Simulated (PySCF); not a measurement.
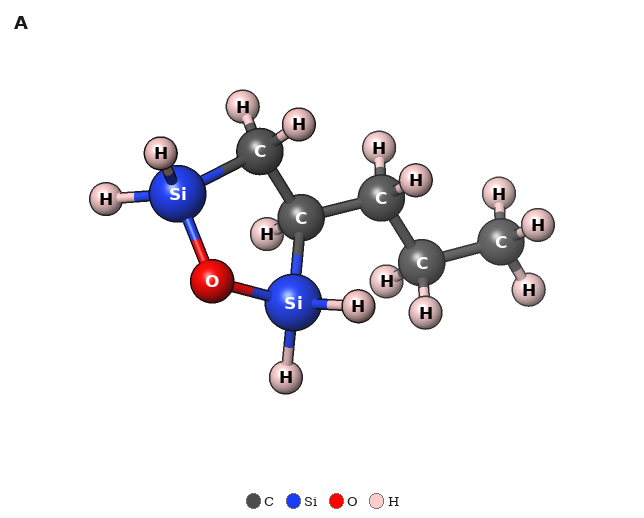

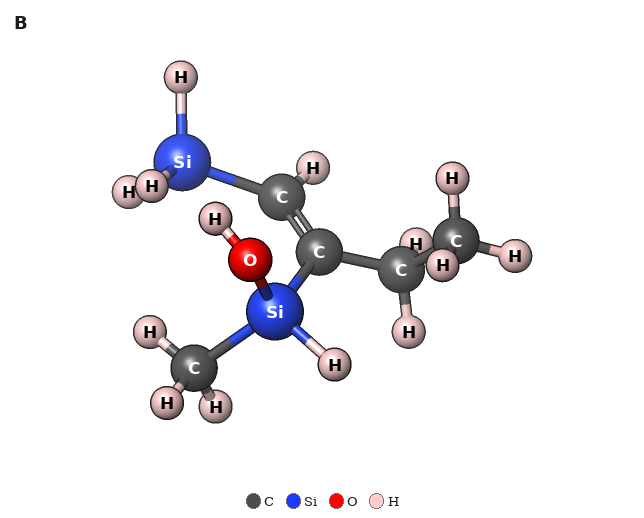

2 stationary structures of one formula. Geometries: PBE0-D3(BJ)/def2-SVP. Electronic energies: PBE0-D3(BJ)/def2-SVP (PySCF 2.14.0), without zero-point energy. No frequency run is at hand to confirm each as a minimum. Each is one conformer, not always the lowest.

**Are they conformers, stereoisomers or constitutional isomers?**

They are constitutional isomers of C5H14OSi2: A `CCC[C@@H]1C[SiH2]O[SiH2]1`, B `CC/C(=C/[SiH3])[Si@H](C)O`.

**Which is lowest in energy, and by how much?**

A is lowest; B lies 160.9 kJ/mol above it.
